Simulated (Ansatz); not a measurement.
Zinc-blende HgSe was calculated with PBE+SOC (PAW; Ansatz, a quantum-chemistry and plane-wave program).

Run with plane-wave cutoff 520 eV, 10×10×10 k mesh, Fermi–Dirac smearing 0.01 eV, PAW data made under PBE.

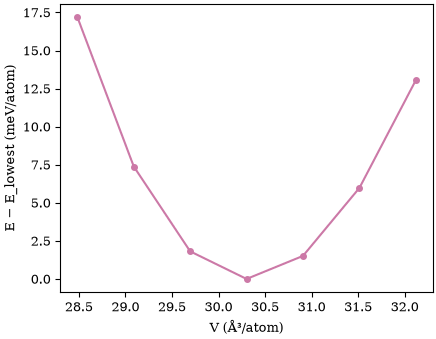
Figure: Total energy against volume

**Question.** From the curve, estimate the equilibrium volume and the bulk modulus.

**Answer.** V0 ≈ 30.3 Å³/atom and B0 ≈ 44 GPa; the fit gives V0 = 30.317 Å³/atom, B0 = 43.8 GPa, B′ = 5.1.

Measured, for comparison: bulk modulus 50 GPa (temperature not stated, not corrected to a static lattice, our sources range from 48.5 to 51.6; as tabulated in Toher et al. (2017), arXiv:1611.05714); equilibrium volume per atom 28.16 Å³/atom (293 K, not corrected to a static lattice; as tabulated in Cardona et al. (2009), arXiv:0908.2634). Computed (rounded) less measured: bulk modulus -12 % (-10 % to -15 % over the range), equilibrium volume per atom +7.7 %.

The computed numbers hold no vibrational or temperature effects.
